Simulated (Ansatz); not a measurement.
**BF₃···H₂: density, localisation and related maps**

```yaml
atoms:
  - { symbol: B, position_ang: [-0.0089, 0.4177, 0.0258] }
  - { symbol: F, position_ang: [-0.0155, 0.8052, 1.2785] }
  - { symbol: F, position_ang: [1.1284, 0.2656, -0.6078] }
  - { symbol: F, position_ang: [-1.1404, 0.2057, -0.6010] }
  - { symbol: H, position_ang: [0.0857, -2.2728, 0.6758] }
  - { symbol: H, position_ang: [0.0620, -1.9472, 1.3630] }
```

These are results of RKS PBE0-D4/def2-SVP (Ansatz), not measurements.

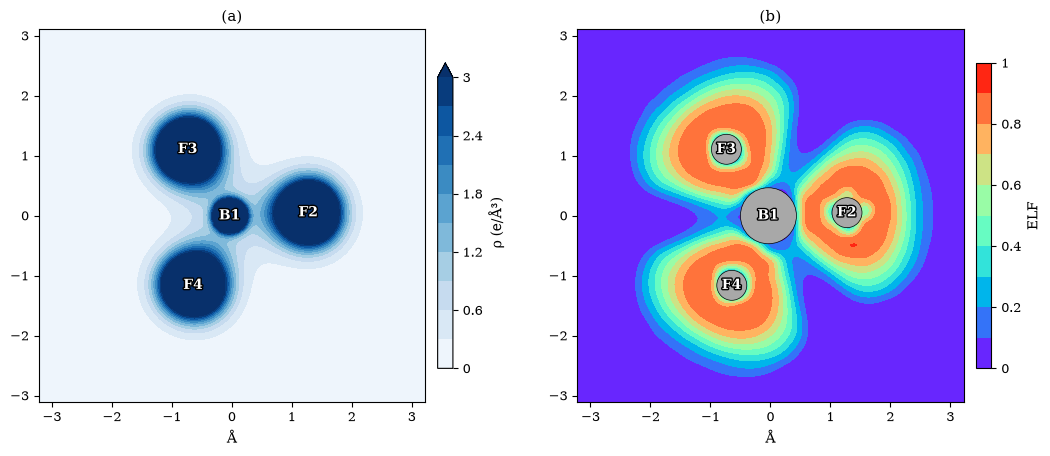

Figure 1. (a) total electron density; (b) ELF on the plane of atoms F3, B1 and F4. Grey discs cover the atomic cores in the ELF map.

> Read the bonding off the picture.

The plane passes through B and F nuclei.
B–F (1.31 Å): the density is about 2.3 e/Å³ at the midpoint; the ELF peaks at about 0.85 between the atoms, as expected for a shared but strongly polarised pair.
The ELF also peaks beside F4, F2 and F3, away from the bonds: lone-pair regions.

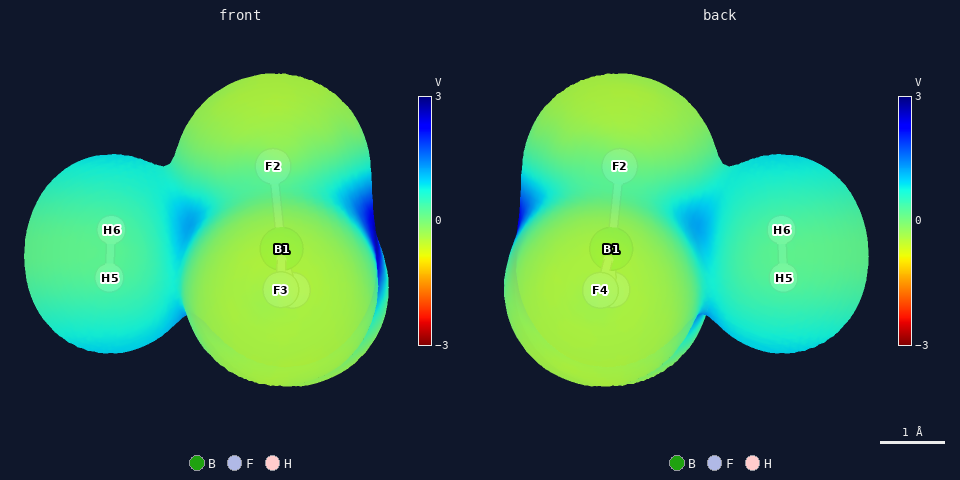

Figure 2. The electrostatic potential painted on the density surface at 0.002 e/bohr³, seen from the front and from behind; red is negative and blue positive.

> Which sites attract a positive test charge, and which a negative one?

A positive charge is drawn to the negative regions and a negative charge to the positive ones. The most negative region (about −0.4 V) lies over F2, F3 and F4, the most positive (about +2.6 V) over B1.

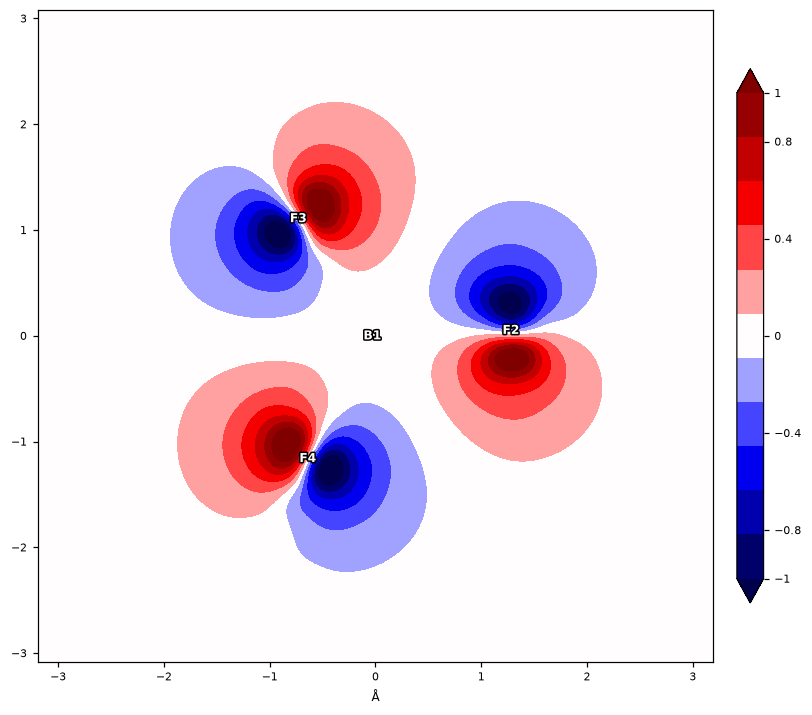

Figure 3. The HOMO on the plane of atoms F3, B1 and F4 (values in Å⁻³ᐟ²; the overall sign is arbitrary).

> What is the character of this orbital?

Its weight (Hirshfeld) is mainly on F3 (about 30 %), F4 (about 30 %) and F2 (about 30 %); largely a combination of lone pairs on F3, F4 and F2. Its energy is −11.94 eV.
